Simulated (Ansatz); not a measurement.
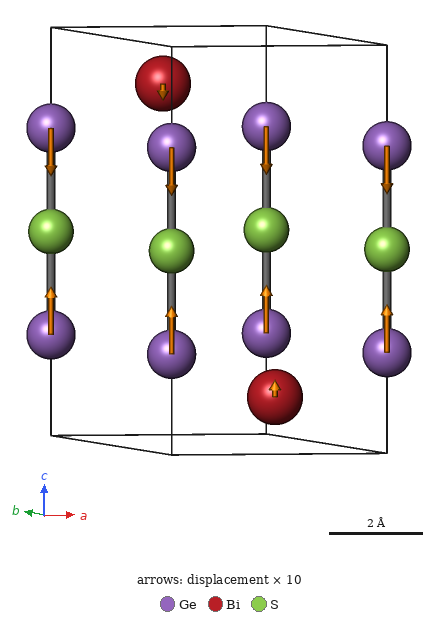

This is a relaxation of crystalline Ge2Bi2S (a generated structure, set up in P-3m1). The starting structure is drawn; orange arrows show the displacements (the part carried along by the change of the cell is left out), magnified 10 times.

Style: ball-and-stick. Shown: the cell of the calculation, from a free direction.

The calculation used DFT PBE, scalar-relativistic, plane waves, PAW (Ansatz 0.2.0).

Input
```yaml
crystal:
  lattice:
    - [4.6501217286, 0.0, 0.0]
    - [-2.3250608643, 4.0271235477, 0.0]
    - [0.0, 0.0, 8.8440899671]
  atoms:
    - { symbol: Ge, position: [0.0, 0.0, 0.2467095077] }
    - { symbol: Ge, position: [0.0, 0.0, 0.7532904923] }
    - { symbol: Bi, position: [0.3333333333, 0.6666666667, 0.8767238861] }
    - { symbol: Bi, position: [0.6666666667, 0.3333333333, 0.1232761139] }
    - { symbol: S, position: [0.0, 0.0, 0.5] }
basis:
  ecutwfc: 420
kpoints:
  mp_grid: { grid: [12, 12, 4] }
hamiltonian:
  xc: pbe
scf:
  occupations: { method: gaussian, width: 0.1 }
output:
  forces: true
  stress: true
  eigenvalues: true
relax:
  adjacent_minimum: "off"
  f_tol: 0.01
  max_steps: 80
  cell: { stress_tol: 0.05 }
```

Run as
```bash
ansatz run input.yaml --threads 1 --pin off --max-ram 2560MiB --backend cpu --events-out ev --progress --plain --runs-dir out
```

Which element moves most?

Answer. Germanium: up to 0.11 Å, against 0.04 Å for bismuth.

What happened in the run?

Answer. The largest moves relative to the cell, 0.11 Å, are those of Ge1 and Ge2. Ge2 goes along −c. By element the largest moves are Ge 0.11 Å, Bi 0.04 Å. S stays in place. The drawn cell changes as follows: a = b 4.650 → 4.521 Å (−2.8 %), c 8.844 → 9.257 Å (+4.7 %); the volume changes by −1.1 %. The space group stays P-3m1 (No. 164). The energy falls by 22.8 meV per cell of the calculation in 6 accepted moves (7 points after the start). Largest force component: 0.13 eV/Å at the start, 0.00068 eV/Å at the end. The pressure goes from 0.09 to 0.00 GPa. At 1 point the geometry stayed and the basis and grid were re-selected for the new cell (energy shift of 0.2 meV per cell of the calculation at most each time).
